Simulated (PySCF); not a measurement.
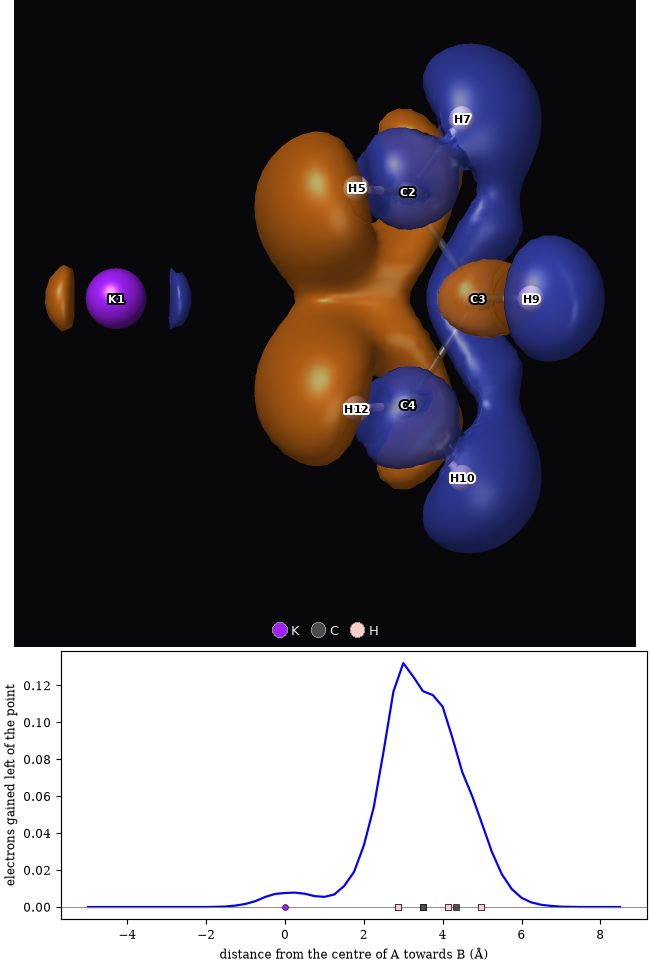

C3H8K, charge +1, SMILES `[K+].CCC`. Density of the complex less the densities of the two fragments at the same geometry, ±0.004 e/Å³ (orange: gain, blue: loss). Fragment A: K(+1) (atom 1); fragment B: H8C3. Below: the charge-displacement curve along the line of centres (A on the left).

Computed with PySCF, HF/def2-TZVP, geometry: GFN2-xTB. GFN2-xTB bond lengths at metals and heavier atoms can be off by up to 0.1 Å and shapes distorted, which carries into these values.

Input

```python
import numpy as np
from pyscf import gto, scf, dft
from pyscf.scf import atom_ks, atom_hf
from scipy.linalg import block_diag
from pyscf.dispersion import dftd3

def solve(mol, dm0=None, hcore=None):
    mf = scf.UHF(mol) if mol.spin else scf.RHF(mol)
    mf = mf.density_fit(auxbasis='def2-universal-jkfit')
    mf.conv_tol, mf.max_cycle = 1e-8, 80
    if hcore is not None:
        mf.get_hcore = lambda *args: hcore
    mf.kernel(dm0)
    if not mf.converged:
        mf = mf.newton().run(mf.mo_coeff, mf.mo_occ, max_cycle=30)
    assert mf.converged, 'SCF not converged'
    return mf

mol = gto.M(atom='''
K     -2.16945     0.00001    -0.00002
C      1.32602     1.27087     0.00003
C      2.15856    -0.00011    -0.00001
C      1.32610    -1.27075     0.00000
H      0.70653     1.31812     0.90435
H      0.70711     1.31777    -0.90430
H      1.96878     2.14645     0.00002
H      2.79571     0.00027    -0.88702
H      2.79569    -0.00006     0.88708
H      1.96892    -2.14629     0.00003
H      0.70663    -1.31805    -0.90433
H      0.70605    -1.31845     0.90432
''', basis='def2-tzvp', charge=1, spin=0, verbose=4)
mol_a = gto.M(atom='''
K     -2.16945     0.00001    -0.00002
ghost-C      1.32602     1.27087     0.00003
ghost-C      2.15856    -0.00011    -0.00001
ghost-C      1.32610    -1.27075     0.00000
ghost-H      0.70653     1.31812     0.90435
ghost-H      0.70711     1.31777    -0.90430
ghost-H      1.96878     2.14645     0.00002
ghost-H      2.79571     0.00027    -0.88702
ghost-H      2.79569    -0.00006     0.88708
ghost-H      1.96892    -2.14629     0.00003
ghost-H      0.70663    -1.31805    -0.90433
ghost-H      0.70605    -1.31845     0.90432
''', basis='def2-tzvp', charge=1, spin=0, verbose=4)
mol_b = gto.M(atom='''
ghost-K     -2.16945     0.00001    -0.00002
C      1.32602     1.27087     0.00003
C      2.15856    -0.00011    -0.00001
C      1.32610    -1.27075     0.00000
H      0.70653     1.31812     0.90435
H      0.70711     1.31777    -0.90430
H      1.96878     2.14645     0.00002
H      2.79571     0.00027    -0.88702
H      2.79569    -0.00006     0.88708
H      1.96892    -2.14629     0.00003
H      0.70663    -1.31805    -0.90433
H      0.70605    -1.31845     0.90432
''', basis='def2-tzvp', charge=0, spin=0, verbose=4)
ab, a, b = solve(mol), solve(mol_a), solve(mol_b)
e_int = ab.e_tot - a.e_tot - b.e_tot
print('counterpoise-corrected interaction energy / kcal/mol', e_int * 627.5095)
def disp(atoms, charge):
    m = gto.M(atom=atoms, charge=charge, basis='sto-3g', spin=None, unit='Bohr', verbose=0)
    return dftd3.DFTD3Dispersion(m, xc='hf', version='d3bj').get_dispersion()['energy']
e_disp = disp(mol._atom, mol.charge) - disp(mol._atom[:1], mol_a.charge) - disp(mol._atom[1:], mol_b.charge)
print('D3(BJ) part / kcal/mol', e_disp * 627.5095)
# spherically averaged free atoms, for the promolecule
atm = scf.atom_hf.get_atm_nrhf(mol)
pro = block_diag(*[(atm[a[0]][2] * atm[a[0]][3]) @ atm[a[0]][2].T for a in mol._atom])
np.savez('result.npz', e_int=e_int, e_disp=e_disp, dm_a=a.make_rdm1(), dm_b=b.make_rdm1(), c=ab.mo_coeff, occ=ab.mo_occ, eps=ab.mo_energy, pro=pro, d=[f.dip_moment(verbose=0) for f in (ab, a, b)])
```

Launched as:

```sh
OMP_NUM_THREADS=1 python input.py
```

The run took 19 s on 1 thread of Intel(R) Xeon(R) Processor @ 2.50GHz (Skylake/Cascade Lake), on a shared host, peak memory 0.35 GiB.

Partitions, critical points and surface values were worked out afterwards from this run's density.

**Which way does charge flow?**

Hirshfeld charges show 0.016 e passing from B to A. By Hirshfeld charges, electrons gather most on K1 (−0.016 e) and leave H7 and H10 alike most (+0.023 e); 0.19 e is displaced in all.

**What is the interaction energy, and which contacts carry it?**

The counterpoise-corrected interaction energy of the frozen fragments is −4.5 kcal/mol without dispersion correction and −9.6 kcal/mol with D3(BJ). D3 uses neutral-atom coefficients and tends to overbind metal cations. The pair geometry is semi-empirical, not a minimum at this level. Contacts: K1···C2, 3.72 Å, ρ = 0.003 a.u., a bond path close to vanishing (ellipticity 2.1); K1···C4, 3.72 Å, ρ = 0.003 a.u., a bond path close to vanishing (ellipticity 2.1). The pose is a local one from a semi-empirical search, not shown to be the most stable.
